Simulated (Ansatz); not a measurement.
Input file:

```
crystal:
  periodic: [false, false, false]
  atoms:
    - { symbol: Ge, position_ang: [0.0, 0.0, 0.0] }
    - { symbol: H, position_ang: [0.0, 0.0, 1.55] }
    - { symbol: O, position_ang: [1.6691, 0.0, -0.5894] }
    - { symbol: H, position_ang: [1.9855, -0.9521, -0.7061] }
    - { symbol: F, position_ang: [-0.7913, 1.3709, -0.5594] }
    - { symbol: O, position_ang: [-0.8337, -1.4443, -0.5894] }
    - { symbol: H, position_ang: [-1.2883, -1.91, 0.183] }
basis:
  gaussian: { orbitals: def2-SVP }
hamiltonian:
  xc: pbe
relax:
  f_tol: 0.02
  max_steps: 40
output:
  orbitals: {}
```

Launched as:

```sh
ansatz run input.yaml --threads 1 --pin off --max-ram 2048MiB --backend cpu --events-out ev --progress --plain --runs-dir out
```

The fields are those of the run's last geometry, not of the input's.

The calculation used Ansatz, RKS PBE/def2-SVP.

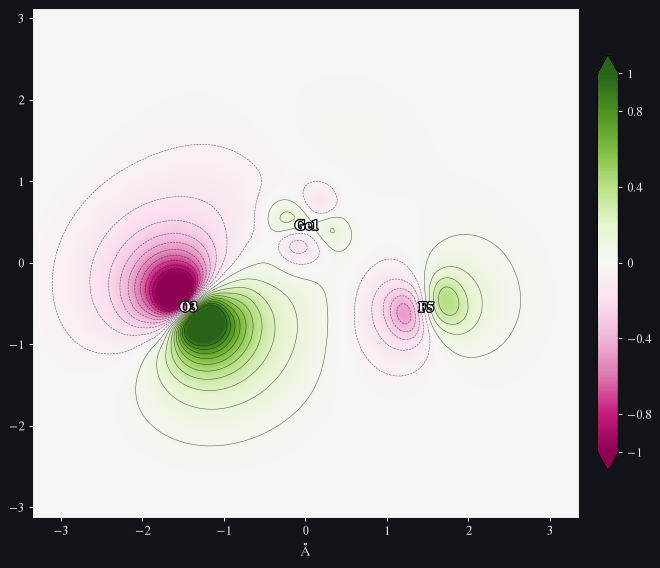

FGeH₃O₂. The HOMO−1 on the plane of atoms O3, Ge1 and F5 (values in Å⁻³ᐟ²; the overall sign is arbitrary).

### Describe this orbital and give its energy.

By Hirshfeld shares it lies mainly on O3 (about 75 %) and O6 (about 10 %); largely a lone pair of O3. Its energy is −7.54 eV.
